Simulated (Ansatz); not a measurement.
```yaml
crystal:
  periodic: [false, false, false]
  atoms:
    - {symbol: O, position_ang: [0.043600, -0.848400, -1.726100]}
    - {symbol: C, position_ang: [0.803200, -0.540700, -0.971500]}
    - {symbol: Ge, position_ang: [-0.285200, 0.481000, 0.897800]}
    - {symbol: F, position_ang: [-1.887500, 0.289000, 0.280900]}
    - {symbol: H, position_ang: [1.936000, -0.543300, -0.801100]}
    - {symbol: H, position_ang: [-0.653800, 1.182500, 2.306500]}
basis:
  gaussian: {orbitals: def2-TZVPP}
total_charge: 1
hamiltonian: {xc: pbe0, dispersion: d4}
output: {forces: true, orbitals: {seedname: orbitals}}
```

Geometry: atoms displaced at random (about 0.03 Å) from a stationary point of GFN2-xTB.

Describe the molecule in this file.

The species is CH2FGeO(+). Judged by distances it falls into 2 fragments: CHO, FGeH. All atoms lie on one plane. Coordination: 1 C bent; 1 Ge bent.

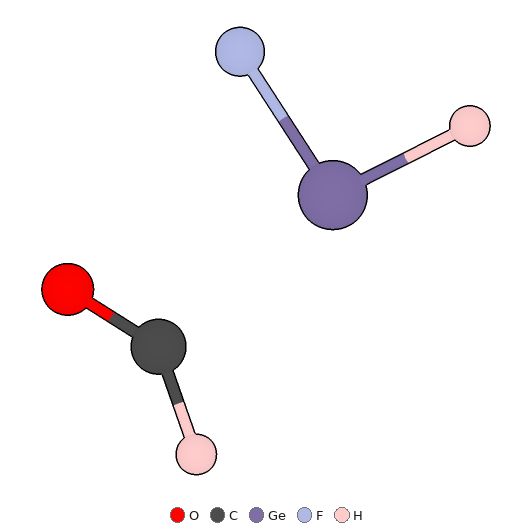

Figure made from data computed with Ansatz.
